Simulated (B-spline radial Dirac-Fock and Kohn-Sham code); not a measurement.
# Core-loss edges of Ta

Wanted: the energy-loss cross sections and edge shapes of Ta.

Method: first Born approximation with longitudinal and transverse terms; generalised oscillator strengths from the Dirac-Hartree-Slater potential with a Latter tail; transitions to the continuum alone (no white lines); computed with B-spline radial Dirac-Fock and Kohn-Sham code, version 3.

## Step 1: The atom as given

Atomic tantalum in the configuration [Xe] 4f14 5d3 6s2.

```yaml
nuclear_charge: 73
electrons: 73
mass_number: 181
nuclear_rms_radius: 5.3507 fm
```

## Step 2: The M4 (3d3/2) edge

Settings, as recorded:

```ini
task = eels
Z = 73
charge = 0
configuration = 1s2 2s2 2p6 3s2 3p6 3d10 4s2 4p6 4d10 4f14 5s2 5p6 5d3 6s2
mass_number = 181
rms_radius = 5.3507  # fm
shell = M4
edge = 1793.0  # eV
edge_from = table
energy_above_edge = [1.0, 3.0, 6.0, 10.0, 15.0, 20.0, 30.0, 40.0, 50.0, 65.0, 80.0, 100.0, 125.0, 150.0, 200.0, 250.0, 300.0]  # eV
momentum_transfer = [0.04, 0.0527302695, 0.0695120331, 0.0916347061, 0.120798069, 0.159242868, 0.209922984, 0.276732388, 0.364804336, 0.480905774, 0.633957277, 0.835718452, 1.10169148, 1.45231222, 1.91452037, 2.52382938, 3.32705508, 4.38591278, 5.78175908, 7.62184287, 10.0475457, 13.2452449, 17.4606333, 23.0175975, 30.343103, 40.0]  # 1/bohr
windows = [25, 50, 100, 200, 300]  # eV
```

From the run's result record (rounded, not every field):

```text
status: converged
partial [kV, mrad, b]:
  - [60, 5, 1.845, 6.629, 17.21, 35.15, 48.91]
  - [60, 20, 18.71, 67.38, 176.3, 365.7, 515.5]
  - [60, 100, 65.83, 230.2, 604.3, 1285.0, 1858.0]
  - [80, 5, 2.463, 8.866, 23.04, 47.13, 65.64]
  - "... 10 more rows left out ..."
shape [b/eV]:
  - [0.00875, 0.01214, 0.02258, 0.04829, 0.09177, 0.1299, 0.1748, 0.1996, 0.2127, 0.2158, 0.2111, 0.2032, 0.1915, 0.1789, 0.1568, 0.1371, 0.1204]
  - [0.09221, 0.1266, 0.2318, 0.4906, 0.9289, 1.315, 1.774, 2.032, 2.172, 2.215, 2.178, 2.111, 2.006, 1.89, 1.682, 1.493, 1.331]
  - [0.4766, 0.6039, 0.9568, 1.8, 3.221, 4.476, 5.984, 6.857, 7.355, 7.561, 7.5, 7.357, 7.102, 6.797, 6.244, 5.722, 5.265]
  - [0.01151, 0.01603, 0.02999, 0.06439, 0.1226, 0.1737, 0.2339, 0.2672, 0.2848, 0.2891, 0.2828, 0.2724, 0.2569, 0.2402, 0.2107, 0.1844, 0.1621]
  - "... 10 more rows left out ..."
```

## Step 3: The M5 (3d5/2) edge

Recorded inputs:

```ini
task = eels
shell = M5
edge = 1735.0  # eV
edge_from = table
energy_above_edge = [1.0, 3.0, 6.0, 10.0, 15.0, 20.0, 30.0, 40.0, 50.0, 65.0, 80.0, 100.0, 125.0, 150.0, 200.0, 250.0, 300.0]  # eV
momentum_transfer = [0.04, 0.0527302695, 0.0695120331, 0.0916347061, 0.120798069, 0.159242868, 0.209922984, 0.276732388, 0.364804336, 0.480905774, 0.633957277, 0.835718452, 1.10169148, 1.45231222, 1.91452037, 2.52382938, 3.32705508, 4.38591278, 5.78175908, 7.62184287, 10.0475457, 13.2452449, 17.4606333, 23.0175975, 30.343103, 40.0]  # 1/bohr
windows = [25, 50, 100, 200, 300]  # eV
```

From the run's result record (rounded, not every field):

```text
status: converged
partial [kV, mrad, b]:
  - [60, 5, 3.24, 11.59, 29.9, 60.59, 83.85]
  - [60, 20, 32.18, 115.4, 300.2, 618.3, 867.4]
  - [60, 100, 110.0, 383.1, 1000.0, 2113.0, 3044.0]
  - [80, 5, 4.318, 15.47, 39.95, 81.07, 112.3]
  - "... 10 more rows left out ..."
shape [b/eV]:
  - [0.01319, 0.01971, 0.03898, 0.08526, 0.1622, 0.2288, 0.306, 0.348, 0.3698, 0.3741, 0.3647, 0.3499, 0.3285, 0.3059, 0.2664, 0.2317, 0.2025]
  - [0.1375, 0.202, 0.3918, 0.8478, 1.607, 2.268, 3.042, 3.47, 3.701, 3.764, 3.69, 3.566, 3.378, 3.173, 2.81, 2.483, 2.204]
  - [0.7436, 0.9655, 1.576, 3.017, 5.409, 7.497, 9.972, 11.38, 12.18, 12.49, 12.36, 12.09, 11.64, 11.11, 10.17, 9.283, 8.513]
  - [0.01727, 0.02596, 0.05166, 0.1135, 0.2162, 0.3052, 0.4086, 0.4648, 0.4941, 0.5001, 0.4878, 0.4682, 0.44, 0.4099, 0.3574, 0.3111, 0.2722]
  - "... 10 more rows left out ..."
```

## Step 4: The N1 (4s) edge

Recorded inputs:

```ini
task = eels
shell = N1
edge = 563.4  # eV
edge_from = table
energy_above_edge = [1.0, 3.0, 6.0, 10.0, 15.0, 20.0, 30.0, 40.0, 50.0, 65.0, 80.0, 100.0, 125.0, 150.0, 200.0, 250.0, 300.0]  # eV
momentum_transfer = [0.04, 0.0527302695, 0.0695120331, 0.0916347061, 0.120798069, 0.159242868, 0.209922984, 0.276732388, 0.364804336, 0.480905774, 0.633957277, 0.835718452, 1.10169148, 1.45231222, 1.91452037, 2.52382938, 3.32705508, 4.38591278, 5.78175908, 7.62184287, 10.0475457, 13.2452449, 17.4606333, 23.0175975, 30.343103, 40.0]  # 1/bohr
windows = [25, 50, 100, 200, 300]  # eV
```

From the run's result record (rounded, not every field):

```text
status: converged
partial [kV, mrad, b]:
  - [60, 5, 23.83, 44.42, 78.69, 126.3, 156.2]
  - [60, 20, 96.55, 183.6, 336.1, 570.3, 736.2]
  - [60, 100, 211.6, 410.1, 757.1, 1328.0, 1800.0]
  - [80, 5, 27.5, 51.46, 91.74, 148.7, 185.3]
  - "... 10 more rows left out ..."
shape [b/eV]:
  - [1.108, 1.059, 1.005, 0.9549, 0.9141, 0.8866, 0.8494, 0.816, 0.7791, 0.7202, 0.6647, 0.6009, 0.5322, 0.471, 0.3716, 0.2961, 0.2374]
  - [4.363, 4.199, 4.019, 3.859, 3.736, 3.657, 3.555, 3.461, 3.349, 3.164, 2.986, 2.778, 2.546, 2.329, 1.955, 1.65, 1.396]
  - [9.034, 8.801, 8.564, 8.409, 8.344, 8.297, 8.126, 7.891, 7.608, 7.168, 6.79, 6.392, 5.999, 5.674, 5.159, 4.717, 4.289]
  - [1.275, 1.219, 1.158, 1.101, 1.056, 1.026, 0.9858, 0.9499, 0.9097, 0.8446, 0.7828, 0.7114, 0.6341, 0.5646, 0.4504, 0.3624, 0.2931]
  - "... 10 more rows left out ..."
```

## Step 5: Collected

For 60 kV and 5 mrad, partial cross sections (b) by window:

```tsv
edge	energy (eV)	25 eV	50 eV	100 eV	200 eV	300 eV
M4 (3d3/2)	1793.0	1.84	6.63	17.2	35.2	48.9
M5 (3d5/2)	1735.0	3.24	11.6	29.9	60.6	83.9
N1 (4s)	563.4	23.8	44.4	78.7	126	156
```

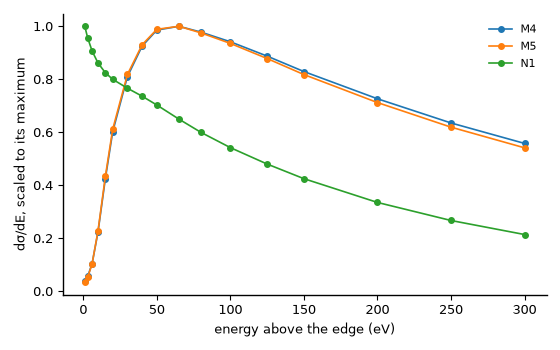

Edge shapes at 60 kV and 5 mrad.

## Step 6: What came out

| quantity | value |
| --- | --- |
| M4, 100 eV window | 17.2 b |
| M5, 100 eV window | 29.9 b |
| N1, 100 eV window | 78.7 b |

**Reading.** At 60 kV and 5 mrad the strongest of these edges is N1. M4 and M5 peak 65 eV and 65 eV above threshold, a delayed edge; the centrifugal barrier holds back final states of high l. White lines and near-edge structure of a solid are absent.
